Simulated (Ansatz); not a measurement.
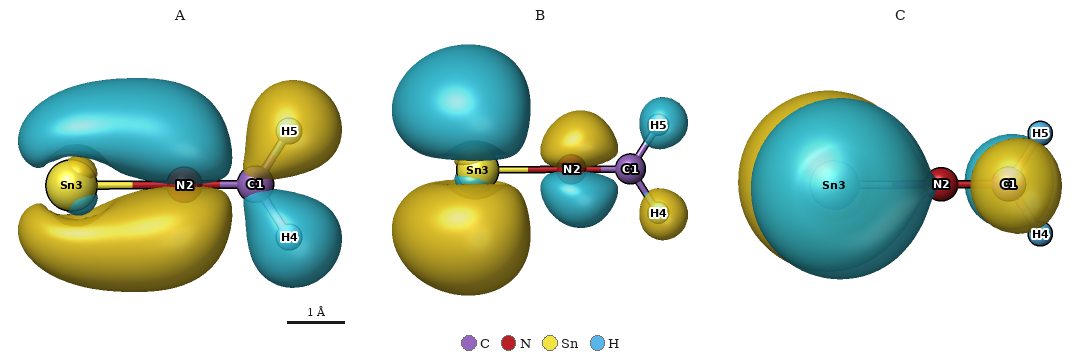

CH₂NSn (SMILES [CH2][N]=[Sn]) (doublet). Three frontier orbitals at ±0.08 Å⁻³ᐟ² (yellow and cyan are the two phases), in no order.

Geometry: B3LYP-D3(BJ)/def2-SVP; core potentials replace the inner electrons of Sn.

The calculation used Ansatz 0.2.0, isolated molecule in a Gaussian basis; Kohn-Sham density functional theory, functional PBE0.

```csv
atom,x (Å),y (Å),z (Å)
C,-2.1266,-0.5466,1.2472
N,-1.5680,-1.5660,1.7369
Sn,-0.6825,-3.1818,2.5131
H,-1.8034,-0.0959,0.2866
H,-2.9760,-0.0372,1.7467
```

> Which picture is the HOMO−1, the HOMO and the LUMO? All are α orbitals.

A is the HOMO−1 (α) (−6.51 eV). Its weight (Hirshfeld) is mainly on N2 (about 50 %), Sn3 (about 25 %), C1 (about 10 %), H4 (about 5 %) and H5 (about 5 %); it is symmetric in the molecular plane (an in-plane orbital: σ, lone-pair or in-plane π type). C is the HOMO (α) (−4.66 eV). By Hirshfeld shares it lies mainly on Sn3 (about 80 %) and C1 (about 10 %); it changes sign across the molecular plane (π type). B is the LUMO (α) (−2.10 eV). It lies mainly on Sn3 (about 80 %) and N2 (about 15 %); it is symmetric in the molecular plane (an in-plane orbital: σ, lone-pair or in-plane π type).

> What is the gap between the highest occupied and lowest empty α orbitals?

2.56 eV between the orbital energies.
